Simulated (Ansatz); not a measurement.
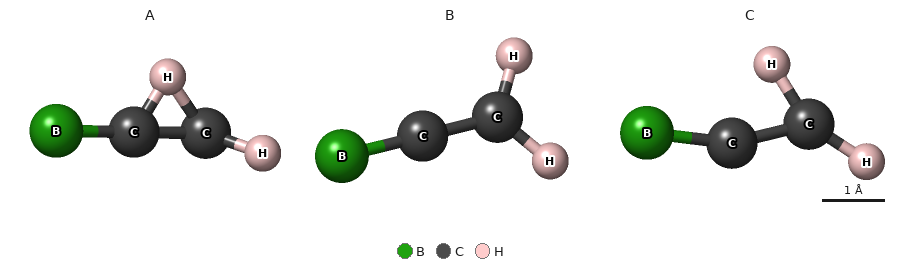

3 geometries from one relaxation of C$_{2}$H$_{2}$B (charge −1), in shuffled order. Style: ball-and-stick. Shown at a tilt.

It is one of the separated reactants of a reaction.

The calculation used RKS PBE-D4/def2-SVPD (Ansatz). Set-up: force threshold 0.03 eV/Å; at most 250 steps.

Put them in the order of the run, from the start to the converged end.

A, C, B. They are steps 0, 5, 11, at +3.559 eV, +1.748 eV relative to the last. The atom that moves furthest after the best rigid fit is an H atom (0.99 Å). By element the largest moves are H 0.99 Å, C 0.48 Å, B 0.48 Å. Near-neighbour distances that change, for instance: C–H 1.060 → 2.167 Å, C–H 1.212 → 1.119 Å, C–H 1.100 → 1.119 Å, C–C 1.318 → 1.335 Å. Bonds break: C–H (1.06 → 2.17 Å). Among the angles between lasting bonds that change: C–C–H 49.3° → 123.8°, H–C–H 118.4° → 112.4°. The energy falls by 3.559 eV in 11 geometry steps. Largest force component: 5.5 eV/Å at the start, 0.0036 eV/Å at the end. Cost: 9.5 s on 2 threads of Arm Neoverse V1 (shared host).
